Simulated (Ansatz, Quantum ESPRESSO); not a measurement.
# Ballistic transmission: vacuum gap of 6.0 Å between two Au(100) faces, part 2 of 3

How well does the junction conduct in the ballistic limit? It is: vacuum gap of 6.0 Å between two Au(100) faces.

Quantum ESPRESSO 7.5; plane-wave DFT, PBE, JTH PAW pseudopotentials; cross-check by Ansatz 0.2.0 with PAW datasets.

So far. Step 2 (SCF with pw.x): The run needed 17 iterations to bring the estimated error under 1e-07 Ry; the largest force on any atom, held or free, is 0.12 eV/Å.

## (3) Transmission with pwcond.x

Level of this step: transmission by pwcond, lead and junction from one cell; plane-wave DFT, PBE, JTH PAW pseudopotentials (Quantum ESPRESSO).

prefixt takes both regions from one run: the lead from 0 to bdl, the scattering region from bdl to bds (units of alat). ikind = 1 puts the same lead on both sides. The program's T_tot counts both spins in a run without spin; the tables below give T per spin.

The input, cond.in:

```
&inputcond
  outdir = './out'
  prefixt = 'scf'
  tran_file = 'cond.dat'
  bdl = 2.8284271247
  bds = 9.8130142511
  ikind = 1
  ewind = 4.0
  epsproj = 1e-05
  nz1 = 7
  energy0 = 0.4
  denergy = -0.4
/
21
  0.00000000 0.00000000 0.01000000
  0.00000000 0.10000000 0.04000000
  0.00000000 0.20000000 0.04000000
  0.00000000 0.30000000 0.04000000
  0.00000000 0.40000000 0.04000000
  0.00000000 0.50000000 0.02000000
  0.10000000 0.10000000 0.04000000
  0.10000000 0.20000000 0.08000000
  0.10000000 0.30000000 0.08000000
  0.10000000 0.40000000 0.08000000
  0.10000000 0.50000000 0.04000000
  0.20000000 0.20000000 0.04000000
  0.20000000 0.30000000 0.08000000
  0.20000000 0.40000000 0.08000000
  0.20000000 0.50000000 0.04000000
  0.30000000 0.30000000 0.04000000
  0.30000000 0.40000000 0.08000000
  0.30000000 0.50000000 0.04000000
  0.40000000 0.40000000 0.04000000
  0.40000000 0.50000000 0.04000000
  0.50000000 0.50000000 0.01000000
3
```

The run is started by

```bash
OMP_NUM_THREADS=1 mpirun -n 4 pwcond.x -in cond.in > cond.out
```

The program printed:

```text
[banner, memory and clock lines left out]
Program PWCOND v.7.5 starts

          URL

     ./out/scf.save/
     file Au.GGA_PBE-JTH.UPF: wavefunction(s)  6S 0S 6P 0P 5D 0D renormalized

     IMPORTANT: XC functional enforced from input :
     Exchange-correlation= PBE
                           (   1   4   3   4   0   0   0)
     Any further DFT definition will be discarded
     Please, verify this is what you really want

     Reading collected, re-writing distributed wavefunctions

===== INPUT FILE containing all the regions =====

     GEOMETRY:

     lattice parameter (alat)  =       5.5721  a.u.
     the volume                =    1697.7049 (a.u.)^3
     the cross section         =      31.0484 (a.u.)^2
     l of the unit cell        =       9.8130 (alat)
     number of atoms/cell      =           12
     number of atomic types    =            1

     crystal axes: (cart. coord. in units of alat)
               a(1) = (  1.0000  0.0000  0.0000 )
               a(2) = (  0.0000  1.0000  0.0000 )
               a(3) = (  0.0000  0.0000  9.8130 )

   Cartesian axes

     site n.     atom                  positions (alat units)
          1        Au     tau(  1)=(  0.0000  0.0000  9.8130  )
          2        Au     tau(  2)=(  0.5000  0.5000  0.7071  )
          3        Au     tau(  3)=(  0.0000  0.0000  1.4142  )
          4        Au     tau(  4)=(  0.5000  0.5000  2.1213  )
          5        Au     tau(  5)=(  0.0000  0.0000  2.8284  )
          6        Au     tau(  6)=(  0.5000  0.5000  3.5355  )
          7        Au     tau(  7)=(  0.0000  0.0000  5.5704  )
          8        Au     tau(  8)=(  0.5000  0.5000  6.2775  )
          9        Au     tau(  9)=(  0.0000  0.0000  6.9846  )
         10        Au     tau( 10)=(  0.5000  0.5000  7.6917  )
         11        Au     tau( 11)=(  0.0000  0.0000  8.3988  )
         12        Au     tau( 12)=(  0.5000  0.5000  9.1059  )

     nr1s                      =           24
     nr2s                      =           24
     nr3s                      =          240
     nr1sx                     =           24
     nr2sx                     =           24
     nr3sx                     =          240
     nr1                       =           36
     nr2                       =           36
     nr3                       =          360
     nr1x                      =           36
     nr2x                      =           36
     nr3x                      =          360

 _______________________________
  Radii of nonlocal spheres:

     type       ibeta     ang. mom.          radius (alat units)
       Au         1         0                    0.4551
       Au         2         0                    0.4551
       Au         3         1                    0.4551
       Au         4         1                    0.4551
       Au         5         2                    0.4551
       Au         6         2                    0.4551
----- General information -----

--- T calc. with identical leads (ikind=1) ---

     nrx                       =           24
     nry                       =           24
     nz1                       =            7

     energy0               =         4.0E-01
     denergy               =        -4.0E-01
     nenergy               =          3
     ecut2d                =         4.5E+01
     ewind                 =         4.0E+00
     epsproj               =         1.0E-05

     number of k_|| points=   21
                       cryst. coord.
        k(    1) = (   0.0000000   0.0000000), wk =   0.0100000
        k(    2) = (   0.0000000   0.1000000), wk =   0.0400000
        k(    3) = (   0.0000000   0.2000000), wk =   0.0400000
        k(    4) = (   0.0000000   0.3000000), wk =   0.0400000
        k(    5) = (   0.0000000   0.4000000), wk =   0.0400000
        k(    6) = (   0.0000000   0.5000000), wk =   0.0200000
        k(    7) = (   0.1000000   0.1000000), wk =   0.0400000
        k(    8) = (   0.1000000   0.2000000), wk =   0.0800000
        k(    9) = (   0.1000000   0.3000000), wk =   0.0800000
        k(   10) = (   0.1000000   0.4000000), wk =   0.0800000
        k(   11) = (   0.1000000   0.5000000), wk =   0.0400000
        k(   12) = (   0.2000000   0.2000000), wk =   0.0400000
        k(   13) = (   0.2000000   0.3000000), wk =   0.0800000
        k(   14) = (   0.2000000   0.4000000), wk =   0.0800000
        k(   15) = (   0.2000000   0.5000000), wk =   0.0400000
        k(   16) = (   0.3000000   0.3000000), wk =   0.0400000
        k(   17) = (   0.3000000   0.4000000), wk =   0.0800000
        k(   18) = (   0.3000000   0.5000000), wk =   0.0400000
        k(   19) = (   0.4000000   0.4000000), wk =   0.0400000
        k(   20) = (   0.4000000   0.5000000), wk =   0.0400000
        k(   21) = (   0.5000000   0.5000000), wk =   0.0100000
----- Information about left/right lead -----

     nocros                   =           18
     noins                    =           54
     norb                     =           90
     norbf                    =          162
     nrz                      =           69

      iorb      type   ibeta   ang. mom.   m       position (alat)
        1        1       1        0        1   taunew(   1)=(  0.0000  0.0000  0.0000)
        2        1       2        0        1   taunew(   2)=(  0.0000  0.0000  0.0000)
        3        1       3        1        1   taunew(   3)=(  0.0000  0.0000  0.0000)
        4        1       3        1        2   taunew(   4)=(  0.0000  0.0000  0.0000)
        5        1       3        1        3   taunew(   5)=(  0.0000  0.0000  0.0000)
        6        1       4        1        1   taunew(   6)=(  0.0000  0.0000  0.0000)
        7        1       4        1        2   taunew(   7)=(  0.0000  0.0000  0.0000)
        8        1       4        1        3   taunew(   8)=(  0.0000  0.0000  0.0000)
        9        1       5        2        1   taunew(   9)=(  0.0000  0.0000  0.0000)
       10        1       5        2        2   taunew(  10)=(  0.0000  0.0000  0.0000)
       11        1       5        2        3   taunew(  11)=(  0.0000  0.0000  0.0000)
       12        1       5        2        4   taunew(  12)=(  0.0000  0.0000  0.0000)
       13        1       5        2        5   taunew(  13)=(  0.0000  0.0000  0.0000)
       14        1       6        2        1   taunew(  14)=(  0.0000  0.0000  0.0000)
       15        1       6        2        2   taunew(  15)=(  0.0000  0.0000  0.0000)
       16        1       6        2        3   taunew(  16)=(  0.0000  0.0000  0.0000)
       17        1       6        2        4   taunew(  17)=(  0.0000  0.0000  0.0000)
       18        1       6        2        5   taunew(  18)=(  0.0000  0.0000  0.0000)
[...]
107        1       6        2        4   taunew( 107)=(  0.5000  0.5000  4.8633)
      108        1       6        2        5   taunew( 108)=(  0.5000  0.5000  4.8633)
      109        1       1        0        1   taunew( 109)=(  0.0000  0.0000  5.5704)
      110        1       2        0        1   taunew( 110)=(  0.0000  0.0000  5.5704)
      111        1       3        1        1   taunew( 111)=(  0.0000  0.0000  5.5704)
      112        1       3        1        2   taunew( 112)=(  0.0000  0.0000  5.5704)
      113        1       3        1        3   taunew( 113)=(  0.0000  0.0000  5.5704)
      114        1       4        1        1   taunew( 114)=(  0.0000  0.0000  5.5704)
      115        1       4        1        2   taunew( 115)=(  0.0000  0.0000  5.5704)
      116        1       4        1        3   taunew( 116)=(  0.0000  0.0000  5.5704)
      117        1       5        2        1   taunew( 117)=(  0.0000  0.0000  5.5704)
      118        1       5        2        2   taunew( 118)=(  0.0000  0.0000  5.5704)
      119        1       5        2        3   taunew( 119)=(  0.0000  0.0000  5.5704)
      120        1       5        2        4   taunew( 120)=(  0.0000  0.0000  5.5704)
      121        1       5        2        5   taunew( 121)=(  0.0000  0.0000  5.5704)
      122        1       6        2        1   taunew( 122)=(  0.0000  0.0000  5.5704)
      123        1       6        2        2   taunew( 123)=(  0.0000  0.0000  5.5704)
      124        1       6        2        3   taunew( 124)=(  0.0000  0.0000  5.5704)
      125        1       6        2        4   taunew( 125)=(  0.0000  0.0000  5.5704)
      126        1       6        2        5   taunew( 126)=(  0.0000  0.0000  5.5704)
      127        1       1        0        1   taunew( 127)=(  0.5000  0.5000  6.2775)
      128        1       2        0        1   taunew( 128)=(  0.5000  0.5000  6.2775)
      129        1       3        1        1   taunew( 129)=(  0.5000  0.5000  6.2775)
      130        1       3        1        2   taunew( 130)=(  0.5000  0.5000  6.2775)
      131        1       3        1        3   taunew( 131)=(  0.5000  0.5000  6.2775)
      132        1       4        1        1   taunew( 132)=(  0.5000  0.5000  6.2775)
      133        1       4        1        2   taunew( 133)=(  0.5000  0.5000  6.2775)
      134        1       4        1        3   taunew( 134)=(  0.5000  0.5000  6.2775)
      135        1       5        2        1   taunew( 135)=(  0.5000  0.5000  6.2775)
      136        1       5        2        2   taunew( 136)=(  0.5000  0.5000  6.2775)
      137        1       5        2        3   taunew( 137)=(  0.5000  0.5000  6.2775)
      138        1       5        2        4   taunew( 138)=(  0.5000  0.5000  6.2775)
      139        1       5        2        5   taunew( 139)=(  0.5000  0.5000  6.2775)
      140        1       6        2        1   taunew( 140)=(  0.5000  0.5000  6.2775)
      141        1       6        2        2   taunew( 141)=(  0.5000  0.5000  6.2775)
      142        1       6        2        3   taunew( 142)=(  0.5000  0.5000  6.2775)
      143        1       6        2        4   taunew( 143)=(  0.5000  0.5000  6.2775)
      144        1       6        2        5   taunew( 144)=(  0.5000  0.5000  6.2775)
      145        1       1        0        1   taunew( 145)=(  0.0000  0.0000  6.9846)
      146        1       2        0        1   taunew( 146)=(  0.0000  0.0000  6.9846)
      147        1       3        1        1   taunew( 147)=(  0.0000  0.0000  6.9846)
      148        1       3        1        2   taunew( 148)=(  0.0000  0.0000  6.9846)
      149        1       3        1        3   taunew( 149)=(  0.0000  0.0000  6.9846)
      150        1       4        1        1   taunew( 150)=(  0.0000  0.0000  6.9846)
      151        1       4        1        2   taunew( 151)=(  0.0000  0.0000  6.9846)
      152        1       4        1        3   taunew( 152)=(  0.0000  0.0000  6.9846)
      153        1       5        2        1   taunew( 153)=(  0.0000  0.0000  6.9846)
      154        1       5        2        2   taunew( 154)=(  0.0000  0.0000  6.9846)
      155        1       5        2        3   taunew( 155)=(  0.0000  0.0000  6.9846)
      156        1       5        2        4   taunew( 156)=(  0.0000  0.0000  6.9846)
      157        1       5        2        5   taunew( 157)=(  0.0000  0.0000  6.9846)
      158        1       6        2        1   taunew( 158)=(  0.0000  0.0000  6.9846)
      159        1       6        2        2   taunew( 159)=(  0.0000  0.0000  6.9846)
      160        1       6        2        3   taunew( 160)=(  0.0000  0.0000  6.9846)
      161        1       6        2        4   taunew( 161)=(  0.0000  0.0000  6.9846)
      162        1       6        2        5   taunew( 162)=(  0.0000  0.0000  6.9846)
 ngper, shell number =          109          18
 ngper, n2d =          109          55
---  E-Ef =    0.4000000  k =    0.0000000   0.0000000
---  ie =          1  ik =          1
 Nchannels of the left tip =            1
 Right moving states:
   k1(2pi/a)   k2(2pi/a)   E-Ef (eV)
  -0.2066244  -0.0000195   0.4000000
 Left moving states:
   k1(2pi/a)   k2(2pi/a)   E-Ef (eV)
   0.2066244  -0.0000195   0.4000000

 to transmit
 Band j to band i transmissions and reflections:
    j         i     |T_ij|^2    |R_ij|^2

    1 -->     1     0.06033     0.93967
   Total T_j, R_j =    0.06033  0.93967

E-Ef(ev), T(x2 spins) =    0.4000000   0.1206627
---  E-Ef =    0.0000000  k =    0.0000000   0.0000000
---  ie =          2  ik =          1
 Nchannels of the left tip =            1
 Right moving states:
   k1(2pi/a)   k2(2pi/a)   E-Ef (eV)
  -0.2637152  -0.0000195   0.0000000
 Left moving states:
   k1(2pi/a)   k2(2pi/a)   E-Ef (eV)
   0.2637152  -0.0000195   0.0000000

 to transmit
 Band j to band i transmissions and reflections:
    j         i     |T_ij|^2    |R_ij|^2

    1 -->     1     0.03367     0.96633
   Total T_j, R_j =    0.03367  0.96633

E-Ef(ev), T(x2 spins) =    0.0000000   0.0673343
---  E-Ef =   -0.4000000  k =    0.0000000   0.0000000
---  ie =          3  ik =          1
 Nchannels of the left tip =            1
 Right moving states:
   k1(2pi/a)   k2(2pi/a)   E-Ef (eV)
  -0.3184439  -0.0000196  -0.4000000
 Left moving states:
   k1(2pi/a)   k2(2pi/a)   E-Ef (eV)
   0.3184439  -0.0000196  -0.4000000

 to transmit
 Band j to band i transmissions and reflections:
    j         i     |T_ij|^2    |R_ij|^2

    1 -->     1     0.02068     0.97932
   Total T_j, R_j =    0.02068  0.97932

E-Ef(ev), T(x2 spins) =   -0.4000000   0.0413590
 ngper, shell number =          110          57
 ngper, n2d =          110          57
[... further energies and points left out ...]
---  E-Ef =    0.4000000  k =    0.5000000   0.5000000
---  ie =          1  ik =         21
 Nchannels of the left tip =            0
 Right moving states:
   k1(2pi/a)   k2(2pi/a)   E-Ef (eV)
 Left moving states:
   k1(2pi/a)   k2(2pi/a)   E-Ef (eV)

 to transmit
          E-Ef(ev), T =    0.4000000   0.0000000
---  E-Ef =    0.0000000  k =    0.5000000   0.5000000
---  ie =          2  ik =         21
 Nchannels of the left tip =            0
 Right moving states:
   k1(2pi/a)   k2(2pi/a)   E-Ef (eV)
 Left moving states:
   k1(2pi/a)   k2(2pi/a)   E-Ef (eV)

 to transmit
          E-Ef(ev), T =    0.0000000   0.0000000
---  E-Ef =   -0.4000000  k =    0.5000000   0.5000000
---  ie =          3  ik =         21
 Nchannels of the left tip =            0
 Right moving states:
   k1(2pi/a)   k2(2pi/a)   E-Ef (eV)
 Left moving states:
   k1(2pi/a)   k2(2pi/a)   E-Ef (eV)

 to transmit
          E-Ef(ev), T =   -0.4000000   0.0000000
   T_tot     0.40000      0.11756E-01
   T_tot     0.00000      0.82718E-02
   T_tot    -0.40000      0.59884E-02

Note: The following floating-point exceptions are signalling: IEEE_UNDERFLOW_FLAG IEEE_DENORMAL
Note: The following floating-point exceptions are signalling: IEEE_UNDERFLOW_FLAG IEEE_DENORMAL
Note: The following floating-point exceptions are signalling: IEEE_UNDERFLOW_FLAG IEEE_DENORMAL
Note: The following floating-point exceptions are signalling: IEEE_UNDERFLOW_FLAG IEEE_DENORMAL
```

Elapsed: 62 s, on 4 MPI ranks of Intel Xeon 6975P-C (Granite Rapids), shared host; peak memory 0.75 GiB.

This step gave:

| Property | Result |
| --- | --- |
| lead channels at the Fermi level, one spin | 0.89 |
| transmission at the Fermi level, one spin | 0.004136 |
| conductance | 0.004136 G₀ |

Per spin; mean over the k mesh across the current. The open channels, zone mean by energy, zero at the Fermi level:

| energy (eV) | open channels, zone mean |
| --- | --- |
| -0.400 | 0.85 |
| 0.000 | 0.89 |
| 0.400 | 0.97 |

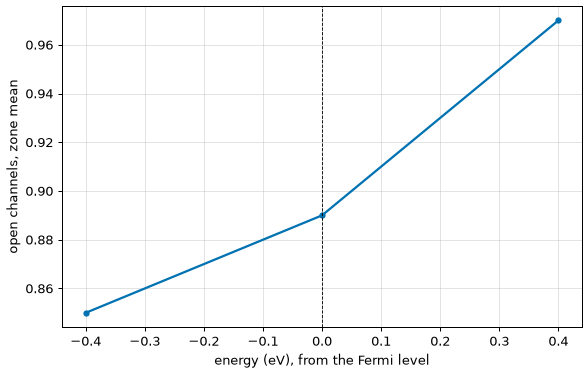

Open channels, zone mean against energy.

Per spin; mean over the k mesh across the current. Table of transmission, zone mean by energy, zero at the Fermi level:

```csv
energy (eV),"transmission, zone mean"
-0.400,0.00299
0.000,0.00414
0.400,0.00588
```

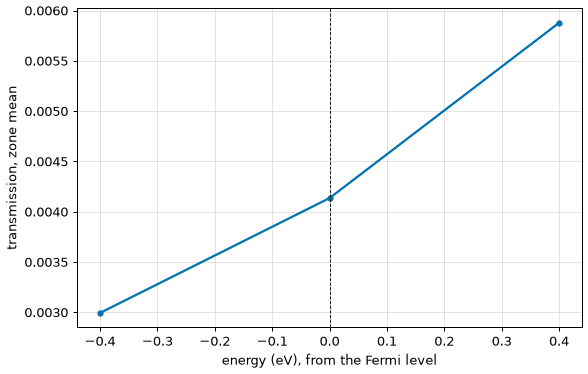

Transmission, zone mean, plotted against energy.

At 0.000 eV; k in fractions of b1, b2. Transmission by k point:

| k1 | k2 | weight | t | channels |
| --- | --- | --- | --- | --- |
| 0 | 0 | 0.01 | 0.03367 | 1 |
| 0 | 0.1 | 0.04 | 0.02338 | 1 |
| 0 | 0.2 | 0.04 | 0.01086 | 1 |
| 0 | 0.3 | 0.04 | 0.004803 | 1 |
| 0 | 0.4 | 0.04 | 0.001824 | 1 |
| 0 | 0.5 | 0.02 | 0 | 0 |
| 0.1 | 0.1 | 0.04 | 0.01642 | 1 |
| 0.1 | 0.2 | 0.08 | 0.0081 | 1 |
| 0.1 | 0.3 | 0.08 | 0.003699 | 1 |
| 0.1 | 0.4 | 0.08 | 0.001407 | 1 |
| 0.1 | 0.5 | 0.04 | 1.49e-5 | 2 |
| 0.2 | 0.2 | 0.04 | 0.004269 | 1 |
| 0.2 | 0.3 | 0.08 | 0.002013 | 1 |
| 0.2 | 0.4 | 0.08 | 7.27e-4 | 1 |
| 0.2 | 0.5 | 0.04 | 0 | 0 |
| 0.3 | 0.3 | 0.04 | 9.14e-4 | 1 |
| 0.3 | 0.4 | 0.08 | 2.71e-4 | 1 |
| 0.3 | 0.5 | 0.04 | 0 | 0 |
| 0.4 | 0.4 | 0.04 | 6.53e-5 | 1 |
| 0.4 | 0.5 | 0.04 | 0 | 0 |
| 0.5 | 0.5 | 0.01 | 0 | 0 |

The program's own clock; routines nest. Time by routine:

| routine | wall time (s) | calls |
| --- | --- | --- |
| PWCOND | 61.03 | 1 |
| scatter_forw | 51.1 | 126 |
| local | 3.9 | 21 |
| compbs | 3.05 | 63 |
| compbs_2 | 2.62 | 63 |
| init | 2.44 | 1 |
| poten | 0.76 | 1 |

At no point does T exceed the number of channels.

(Part 2 of 3 ends here.)

[Logs are printed without paths, hosts, clocks, repeated set-up lines and the standing remarks that a program may print on its own settings, such as how far it seeks lower states.]

[Hosts, paths, dates, database ids (printed as entryN), source tags and the programs' standing remarks are cut or masked in the printed files.]

[Maps of the electrostatic potential energy from Ansatz leave out the sawtooth potential of an applied field or a dipole correction, so their vacuum need not be flat; planar profiles and work functions include it.]
